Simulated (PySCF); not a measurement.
**C3H8AlBr: geometry, electronic excitations**

What electronic excitations should C3H8AlBr (`C[CH](C)[AlH][Br]`) show?

Programs: PySCF 2.14.0, with density-fitted response routines of our own. Each step states its level of theory. These are calculated values for one molecule in the gas phase, unless marked as measured. Atoms are numbered from 0 throughout.

## Step 1: The starting structure

13 atoms, charge 0, multiplicity 1; geometry from: GFN2-xTB. The atoms were then displaced at random by about 0.01 Å, so the start is not that level's minimum.

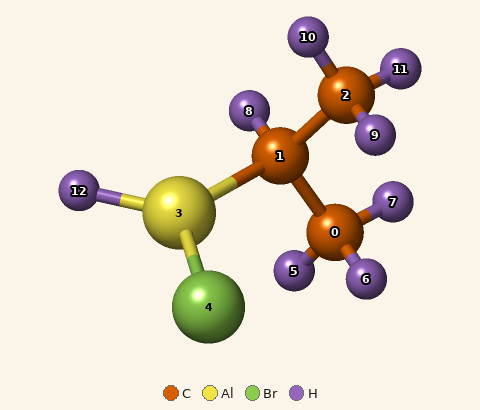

The starting geometry (carbon orange, aluminium yellow, bromine green, hydrogen purple), atoms numbered.

## Step 2: Optimising the geometry at PBE0-D3(BJ)/def2-SVP

Job settings and geometry (Å):

```
{"job": {"xc": "PBE0", "basis": "def2-SVP", "d3": "d3bj", "grid": 1, "shake": 0.01, "kind": "geom"}, "charge": 0, "multiplicity": 1}
C     -0.245260    -0.742340    -1.260940
C     -0.317230    -0.340510     0.226050
C     -0.983960     1.051200     0.365380
Al     1.558310    -0.367830     1.045780
Br     3.210040     0.940260     0.330600
H      0.096600    -1.731460    -1.397680
H      0.405440    -0.046590    -1.815190
H     -1.242790    -0.643550    -1.717690
H     -0.967770    -1.058850     0.755450
H     -0.343910     1.820650    -0.076940
H     -1.108080     1.307580     1.434540
H     -1.933710     1.077670    -0.106630
H      1.878140    -1.283110     2.206930
```

The run is started by

```bash
$ OMP_NUM_THREADS=1 python probes_run.py task.json out
```

The driver reads the jobs from task.json and runs them one after another.

**Question.** This job is followed by: TDDFT PBE0/aug-cc-pVDZ, vertical, gas phase, core orbitals frozen in the response; TDDFT PBE0/def2-TZVPD, vertical, gas phase, core orbitals frozen in the response. Predict these results of the whole session: rotational constants (main isotopes); lowest singlet (PBE0/aug-cc-pVDZ); brightest single state of those computed; lowest triplet; range of the lowest singlet.

The runs gave:

| quantity | value |
| --- | --- |
| rotational constants (main isotopes) | 4.23, 1.15, 1.12 GHz |
| lowest singlet (PBE0/aug-cc-pVDZ) | 4.67 eV (266 nm), f = 0.001 |
| brightest single state of those computed | state 7, 6.90 eV, f = 0.170 |
| lowest triplet | 4.35 eV |
| range of the lowest singlet | 4.67 to 4.71 eV |

Over 7 steps the energy fell by 0.226 eV; of the close pairs, C1–Al3 changed most, 2.047 to 1.965 Å. No frequency check was run at this level, so the end point may be a saddle. The lowest singlet, at 4.67 eV, is HOMO→LUMO 0.99 and is dark; of the 10 states computed, the strongest absorption comes from state 7 at 6.90 eV. The lowest triplet lies 0.32 eV below the lowest singlet (triplets in Tamm-Dancoff, singlets in full TDDFT). The lowest singlet runs from 4.67 eV (PBE0/aug-cc-pVDZ) to 4.71 eV (PBE0/def2-TZVPD), while the orbital gap spans 6.02 to 6.08 eV. The lowest state need not be the same one in every run.
